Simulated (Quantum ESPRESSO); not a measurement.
# VClO: parallel and opposed starts

A self-consistent run ends on one state, which hangs on the start. Several orders of VClO are started in Quantum ESPRESSO and their energies compared.

Program: Quantum ESPRESSO 7.5. Level of theory: PBEsol; plane waves with GBRV 1.5 PBEsol potentials, no spin-orbit coupling. Results are calculated unless marked as measured.

## Step 1: Set-up

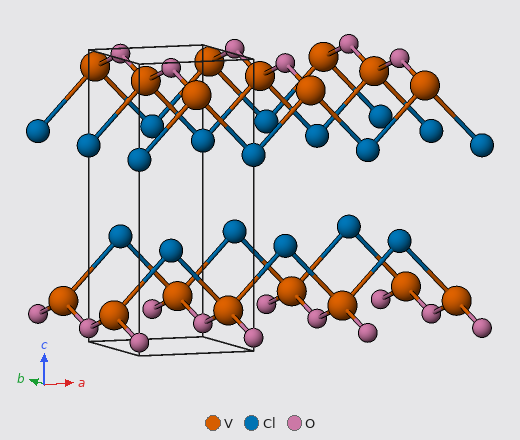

The starting structure, seen slightly off an axis (vanadium orange, chlorine blue, oxygen pink). 3×2×1 cells are drawn. Some periodic images of atoms are drawn too.

The cell comes from the Crystallography Open Database.

## Step 2: Start 1: ferro ++

The signs are those of the starting moments on the seeded atoms, the atoms that are given a moment.

Contents of pw.in:

```
&CONTROL
  calculation = 'scf'
  prefix = 'pwscf'
  outdir = './tmp'
  pseudo_dir = './pseudo'
  disk_io = 'nowf'
/
&SYSTEM
  ibrav = 0
  celldm(1) = 8
  nat = 6
  ntyp = 3
  ecutwfc = 40
  ecutrho = 280
  nbnd = 38
  occupations = 'smearing'
  smearing = 'fd'
  degauss = 0.00367493
  nspin = 2
  starting_magnetization(1) = 0.1538
  starting_magnetization(2) = 0
  starting_magnetization(3) = 0
/
&ELECTRONS
  conv_thr = 1.2d-08
  electron_maxstep = 150
  mixing_beta = 0.3
/
ATOMIC_SPECIES
V      50.9415 v_pbesol_v1.4.uspp.F.UPF
Cl     35.4500 cl_pbesol_v1.4.uspp.F.UPF
O      15.9990 o_pbesol_v1.2.uspp.F.UPF
CELL_PARAMETERS alat
   0.7795120264081    0.0000000000000    0.0000000000000
   0.0000000000000    0.8928955938857    0.0000000000000
   0.0000000000000    0.0000000000000    1.8684667057237
ATOMIC_POSITIONS crystal
V       0.0000000000    0.5000000000    0.1148000000
V       0.5000000000    0.0000000000    0.8852000000
Cl      0.5000000000    0.5000000000    0.3279000000
Cl      0.0000000000    0.0000000000    0.6721000000
O       0.5000000000    0.5000000000    0.9542000000
O       0.0000000000    0.0000000000    0.0458000000
K_POINTS automatic
6 6 6 0 0 0
```

The run is started by

```sh
$ OMP_NUM_THREADS=1 mpirun -n 4 pw.x -nk 4 -in pw.in > pw.out
```

Log:

```text
Program PWSCF v.7.5 starts

     Message from routine setup:
     using ibrav=0 with symmetry is DISCOURAGED, use correct ibrav instead

     K-points division:     npool     =       4
     Subspace diagonalization in iterative solution of the eigenvalue problem:

     G-vector sticks info
     --------------------
     sticks:   dense  smooth     PW     G-vecs:    dense   smooth      PW
     Sum         995     569    171                52689    22757    3875

     Using Slab Decomposition

     bravais-lattice index     =            0
     lattice parameter (alat)  =       8.0000  a.u.
     unit-cell volume          =     665.8537 (a.u.)^3
     number of atoms/cell      =            6
     number of atomic types    =            3
     number of electrons       =        52.00
     number of Kohn-Sham states=           38
     kinetic-energy cutoff     =      40.0000  Ry
     charge density cutoff     =     280.0000  Ry
     scf convergence threshold =      1.2E-08
     mixing beta               =       0.3000
     number of iterations used =            8  plain     mixing
     Exchange-correlation= SLA  PW   PSX  PSC
                           (   1   4  10   8   0   0   0)

     celldm(1)=   8.000000  celldm(2)=   0.000000  celldm(3)=   0.000000
     celldm(4)=   0.000000  celldm(5)=   0.000000  celldm(6)=   0.000000

     crystal axes: (cart. coord. in units of alat)
               a(1) = (   0.779512   0.000000   0.000000 )
               a(2) = (   0.000000   0.892896   0.000000 )
               a(3) = (   0.000000   0.000000   1.868467 )

     reciprocal axes: (cart. coord. in units 2 pi/alat)
               b(1) = (  1.282854  0.000000  0.000000 )
               b(2) = (  0.000000  1.119952  0.000000 )
               b(3) = (  0.000000  0.000000  0.535198 )

     PseudoPot. # 1 for V  read from file:
     v_pbesol_v1.4.uspp.F.UPF
     Pseudo is Ultrasoft + core correction, Zval = 13.0
     Generated by new atomic code, or converted to UPF format
     Using radial grid of  853 points,  6 beta functions with:
                l(1) =   0
                l(2) =   0
                l(3) =   1
                l(4) =   1
                l(5) =   2
                l(6) =   2
     Q(r) pseudized with  8 coefficients,  rinner =    1.100   1.100   1.100
                                                       1.100   1.100

     PseudoPot. # 2 for Cl read from file:
     cl_pbesol_v1.4.uspp.F.UPF
     Pseudo is Ultrasoft + core correction, Zval =  7.0
     Generated by new atomic code, or converted to UPF format
     Using radial grid of  909 points,  6 beta functions with:
                l(1) =   0
                l(2) =   0
                l(3) =   1
                l(4) =   1
                l(5) =   2
                l(6) =   2
     Q(r) pseudized with  8 coefficients,  rinner =    1.300   1.300   1.300
                                                       1.300   1.300

     PseudoPot. # 3 for O  read from file:
     o_pbesol_v1.2.uspp.F.UPF
     Pseudo is Ultrasoft + core correction, Zval =  6.0
     Generated by new atomic code, or converted to UPF format
     Using radial grid of  737 points,  5 beta functions with:
                l(1) =   0
                l(2) =   0
                l(3) =   1
                l(4) =   1
                l(5) =   2
     Q(r) pseudized with  8 coefficients,  rinner =    0.900   0.900   0.900
                                                       0.900   0.900

     atomic species   valence    mass     pseudopotential
     V                13.00    50.94150     V ( 1.00)
     Cl                7.00    35.45000     Cl( 1.00)
     O                 6.00    15.99900     O ( 1.00)

     Starting magnetic structure
     atomic species   magnetization
     V               0.154
     Cl              0.000
     O               0.000

      8 Sym. Ops., with inversion, found ( 4 have fractional translation)

   Cartesian axes

     site n.     atom                  positions (alat units)
         1        V      tau(   1) = (   0.0000000   0.4464478   0.2145000  )
         2        V      tau(   2) = (   0.3897560   0.0000000   1.6539667  )
         3        Cl     tau(   3) = (   0.3897560   0.4464478   0.6126702  )
         4        Cl     tau(   4) = (   0.0000000   0.0000000   1.2557965  )
         5        O      tau(   5) = (   0.3897560   0.4464478   1.7828909  )
         6        O      tau(   6) = (   0.0000000   0.0000000   0.0855758  )

     number of k points=    64  Fermi-Dirac smearing, width (Ry)=  0.0037
                       cart. coord. in units 2pi/alat
        k(    1) = (   0.0000000   0.0000000   0.0000000), wk =   0.0046296
        k(    2) = (   0.0000000   0.0000000   0.0891997), wk =   0.0092593
        k(    3) = (   0.0000000   0.0000000   0.1783994), wk =   0.0092593
        k(    4) = (   0.0000000   0.0000000  -0.2675991), wk =   0.0046296
        k(    5) = (   0.0000000   0.1866586   0.0000000), wk =   0.0092593
        [... 59 further k-points ...]

     Dense  grid:    52689 G-vectors     FFT dimensions: (  36,  40,  80)

     Smooth grid:    22757 G-vectors     FFT dimensions: (  30,  30,  64)

     Check: negative core charge=   -0.000002
     Generating pointlists ...
     new r_m :   0.1917 (alat units)  1.5335 (a.u.) for type    1
     new r_m :   0.2298 (alat units)  1.8387 (a.u.) for type    2
     new r_m :   0.1917 (alat units)  1.5335 (a.u.) for type    3

     Initial potential from superposition of free atoms

     starting charge      51.9977, renormalised to      52.0000

     negative rho (up, down):  1.563E-02 1.552E-02
     Starting wfcs are   36 randomized atomic wfcs +    2 random wfcs

     Self-consistent Calculation

     iteration #  1     ecut=    40.00 Ry     beta= 0.30
     Davidson diagonalization with overlap
     ethr =  1.00E-02,  avg # of iterations =  5.2

     negative rho (up, down):  1.542E-02 1.611E-02

     total energy              =    -421.08182860 Ry
     estimated scf accuracy    <       1.05733112 Ry

     total magnetization       =     4.00 Bohr mag/cell
     absolute magnetization    =     4.10 Bohr mag/cell

     iteration #  2     ecut=    40.00 Ry     beta= 0.30
     Davidson diagonalization with overlap
     ethr =  2.03E-03,  avg # of iterations =  2.2

     negative rho (up, down):  1.519E-02 1.639E-02

     total energy              =    -421.30129827 Ry
     estimated scf accuracy    <       0.12126378 Ry

     total magnetization       =     4.00 Bohr mag/cell
     absolute magnetization    =     4.20 Bohr mag/cell

     iteration #  3     ecut=    40.00 Ry     beta= 0.30
     Davidson diagonalization with overlap
     ethr =  2.33E-04,  avg # of iterations =  3.9

     negative rho (up, down):  1.467E-02 1.733E-02

     total energy              =    -421.32387854 Ry
     estimated scf accuracy    <       0.02420402 Ry

     total magnetization       =     4.00 Bohr mag/cell
     absolute magnetization    =     4.15 Bohr mag/cell

     [... further iterations left out ...]

     iteration #  9     ecut=    40.00 Ry     beta= 0.30
     Davidson diagonalization with overlap
     ethr =  3.96E-09,  avg # of iterations =  2.5

     negative rho (up, down):  1.433E-02 1.768E-02

     total energy              =    -421.32827346 Ry
     estimated scf accuracy    <       0.00000055 Ry

     total magnetization       =     4.00 Bohr mag/cell
     absolute magnetization    =     4.22 Bohr mag/cell

     iteration # 10     ecut=    40.00 Ry     beta= 0.30
     Davidson diagonalization with overlap
     ethr =  1.07E-09,  avg # of iterations =  2.0

     negative rho (up, down):  1.433E-02 1.768E-02

     total energy              =    -421.32827369 Ry
     estimated scf accuracy    <       0.00000035 Ry

     total magnetization       =     4.00 Bohr mag/cell
     absolute magnetization    =     4.22 Bohr mag/cell

     iteration # 11     ecut=    40.00 Ry     beta= 0.30
     Davidson diagonalization with overlap
     ethr =  6.82E-10,  avg # of iterations =  1.3

     negative rho (up, down):  1.433E-02 1.768E-02

     total energy              =    -421.32827378 Ry
     estimated scf accuracy    <       0.00000002 Ry

     total magnetization       =     4.00 Bohr mag/cell
     absolute magnetization    =     4.22 Bohr mag/cell

     iteration # 12     ecut=    40.00 Ry     beta= 0.30
     Davidson diagonalization with overlap
     ethr =  3.48E-11,  avg # of iterations =  2.0

     negative rho (up, down):  1.433E-02 1.768E-02

     Magnetic moment per site  (integrated on atomic sphere of radius R)
     atom   1 (R=0.192)  charge=  9.7581  magn=  1.5065
     atom   2 (R=0.192)  charge=  9.7581  magn=  1.5065
     atom   3 (R=0.230)  charge=  5.1291  magn= -0.0100
     atom   4 (R=0.230)  charge=  5.1291  magn= -0.0100
     atom   5 (R=0.192)  charge=  5.4379  magn= -0.0251
     atom   6 (R=0.192)  charge=  5.4379  magn= -0.0251

     End of self-consistent calculation

     Number of k-points >= 100: set verbosity='high' to print the bands.

     the Fermi energy is     7.5214 ev

!    total energy              =    -421.32827383 Ry
     estimated scf accuracy    <          2.5E-09 Ry
     smearing contrib. (-TS)   =      -0.00347309 Ry
     internal energy E=F+TS    =    -421.32480074 Ry

     The total energy is F=E-TS. E is the sum of the following terms:
     one-electron contribution =    -379.66000125 Ry
     hartree contribution      =     207.97888913 Ry
     xc contribution           =     -72.08064002 Ry
     ewald contribution        =    -177.56304860 Ry

     total magnetization       =     4.00 Bohr mag/cell
     absolute magnetization    =     4.22 Bohr mag/cell

     convergence has been achieved in  12 iterations

=------------------------------------------------------------------------------=
   JOB DONE.
=------------------------------------------------------------------------------=
```

It took 50 s on 4 MPI ranks of Intel Xeon Platinum 8488C (Sapphire Rapids), shared host; peak memory 0.66 GiB.

Spin moment in the atom's sphere by atom:

| atom | spin moment in the atom's sphere (μB) |
| --- | --- |
| V1 | 1.51 |
| V2 | 1.51 |
| Cl3 | -0.01 |
| Cl4 | -0.01 |
| O5 | -0.03 |
| O6 | -0.03 |

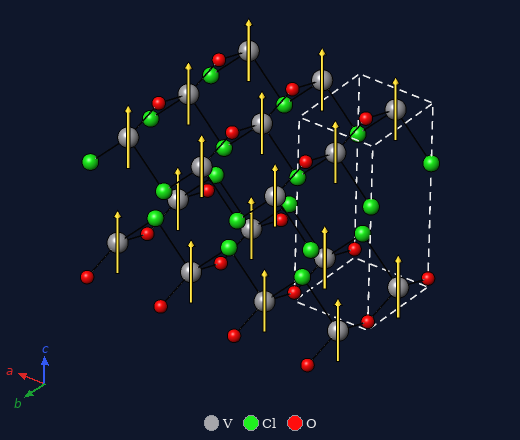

Spin moment in the atom's sphere as arrows, the longest 1.51 μB. Up and down stand for the sign. Arrows give size and sign along the axis of quantisation, drawn up and down the page. 3×2×1 cells are drawn. Some periodic images of atoms are drawn too.

Numbers from this step:

```
smearing term TS       : 0.04725 eV
magnetization          : 4 μB
absolute magnetization : 4.216 μB
final state            : ferromagnetic
```

(Part 1 of 2 ends here.)

[Logs and program files are shortened in this print: banners, set-up blocks, solver, clock and traceback lines can be left out without a mark of their own.]

[Logs are printed without paths, hosts, clocks, repeated set-up lines and the standing remarks that a program may print on its own settings, such as how far it seeks lower states.]

[Hosts, paths, dates, database ids (printed as entryN), source tags and the programs' standing remarks are cut or masked in the printed files.]

[Where a cell is said to come from a database of computed structures, the database is the Materials Project.]
